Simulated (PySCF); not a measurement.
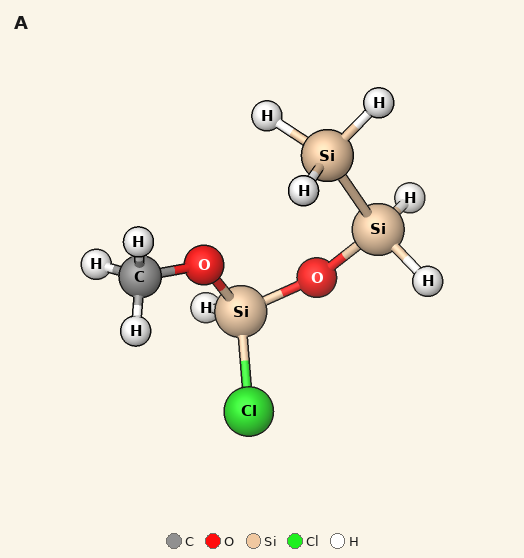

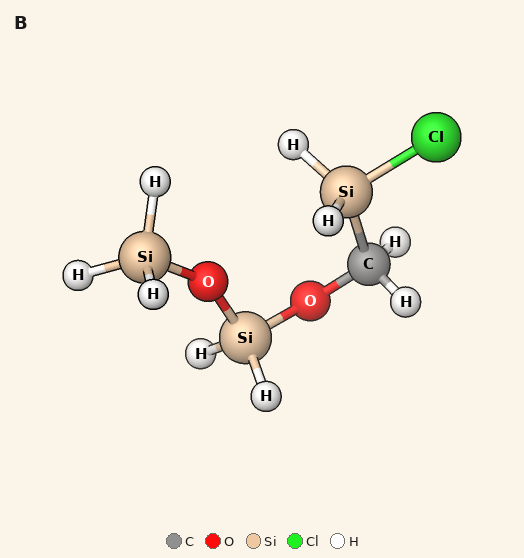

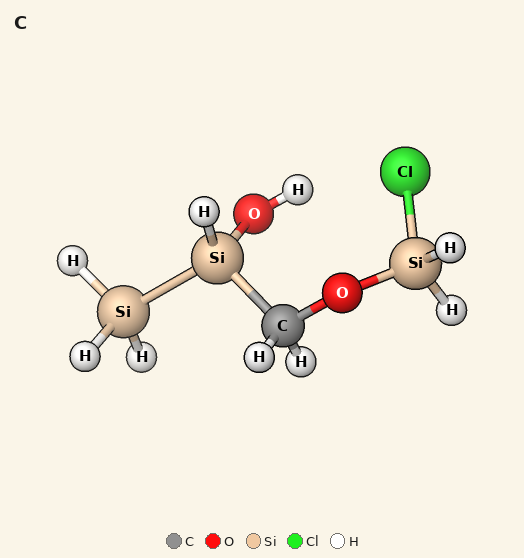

3 stationary structures of one formula. Geometries: GFN2-xTB. Electronic energies: B3LYP/def2-SVPD (PySCF 2.14.0), without zero-point energy. No frequency run is at hand to confirm each as a minimum. Each is one conformer, not always the lowest.

### Are they conformers, stereoisomers or constitutional isomers?

They are constitutional isomers of CH9ClO2Si3: A `CO[Si@H](Cl)O[SiH2][SiH3]`, B `[SiH3]O[SiH2]OC[SiH2]Cl`, C `O[Si@@H]([SiH3])CO[SiH2]Cl`.

### Rank them by energy, lowest first.

A is lowest; B lies 8.2 kcal/mol above it, C lies 29.8 kcal/mol above it.

The geometry is semi-empirical. Around Si such bond lengths and angles can be off by a tenth of an ångström or more and by several degrees, and values that hang on the shape move with them.
